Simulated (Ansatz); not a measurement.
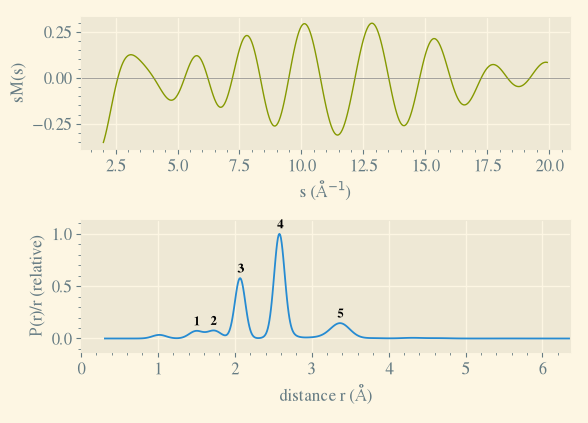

Simulated gas electron diffraction: reduced molecular intensity sM(s) from the Debye equation in the first Born approximation (top) and the radial distribution curve (bottom) of H₆NSbSi. Each pair of atoms contributes with weight ZᵢZⱼ/r; damping constant 0.001 Å²; vibrational amplitudes assumed, not computed: 0.05 Å for bonds, 0.078 Å for bonds to H, 0.06 + 0.015 r up to 0.15 Å for other pairs. The geometry is the end point of an optimisation (Ansatz, RKS PBE0-D4/def2-SVP); it may be a saddle point or a higher isomer. SMILES: [NH2][SbH][SiH3].

Assign the numbered peaks of the radial distribution curve (– bonded, ··· not bonded).

Answer. Peak 1, 1.51 Å: Si–H 1.49–1.50 Å (×3)
Peak 2, 1.72 Å: Sb–H 1.73 Å
Peak 3, 2.07 Å: Sb–N 2.07 Å
Peak 4, 2.58 Å: Sb–Si 2.58 Å, Sb···H 2.61–2.64 Å (×2), not resolved
Peak 5, 3.37 Å: Si···H 3.12–3.39 Å (×2), Si···N 3.32 Å, Sb···H 3.38–3.40 Å (×3), not resolved
